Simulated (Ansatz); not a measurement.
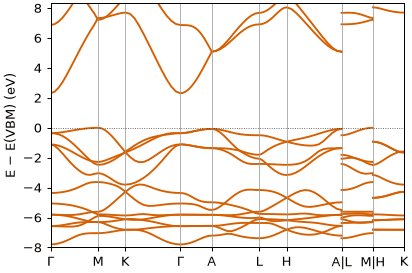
Fig. 1. Band structure from r²SCAN+D4 in the plane-wave PAW code Ansatz

Task: Read off the gap and where the band edges lie.

Result: About 2.3 eV (2.31 eV by a search for the band edges); maximum at M, minimum at Γ.

Task: Pick the material that matches.
A. CdH2O2, P-3m1 (Cd on 1a, H on 2d, O on 2d)
B. GeSb4Te7, P-3m1 (Pearson symbol hP12)
C. MgSnS2, P-3m1 (S on 2d, Sn on 1a, Mg on 1b)
D. ZrS2, CdI2 type

Result: A, CdH2O2, P-3m1 (Cd on 1a, H on 2d, O on 2d)

The workflow started from a Materials Project entry (that database holds measured and hypothetical structures alike); the Crystallography Open Database copy checked does not list it. Whether it is the stable phase at ambient conditions was not checked. Symmetry was held in the r²SCAN+D4 relaxation; its stability against distortions is not shown here. Spin–orbit coupling is left out wherever it is not named.

Potentials: the later of the program's two PAW sets.
